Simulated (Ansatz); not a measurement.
```xyz
12

C    -1.4583    0.2248   -1.1689
O    -0.2700   -0.3816   -0.6991
C     0.1996    0.1406    0.4718
F    -0.6518   -0.1659    1.5180
C     1.5488   -0.4785    0.7380
F     2.1129    0.1033    1.8472
H    -1.6788   -0.2220   -2.1368
H    -1.3204    1.3055   -1.2919
H    -2.2910    0.0423   -0.4853
H     0.2548    1.2390    0.4462
H     1.4292   -1.5501    0.9168
H     2.2020   -0.3128   -0.1220
```

Geometry: PBE0-D4/def2-TZVP.

Theory: Ansatz, RKS PBE0-D4/def2-TZVPP.

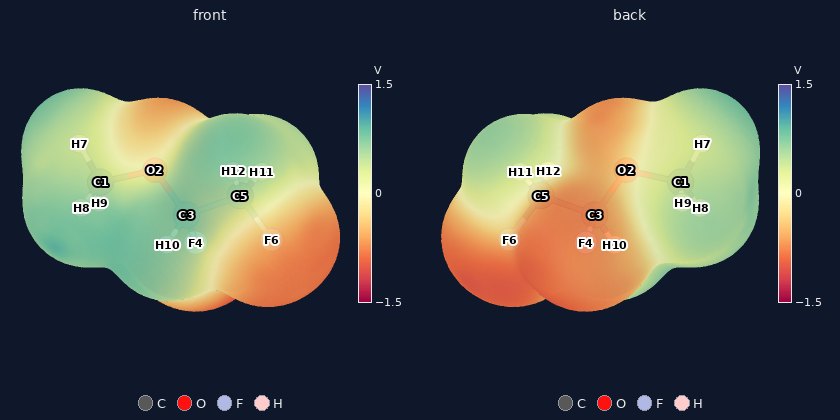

C3H6F2O (SMILES COC(F)CF). The electrostatic potential painted on the density surface at 0.001 e/bohr³, seen from the front and from behind; the colour scale runs from red (negative) to blue (positive).

Q: Where is the surface potential most negative and most positive?

A: The most negative region (about −1.0 V) lies over F4 and F6, the most positive (about +0.9 V) over H8 and H10.
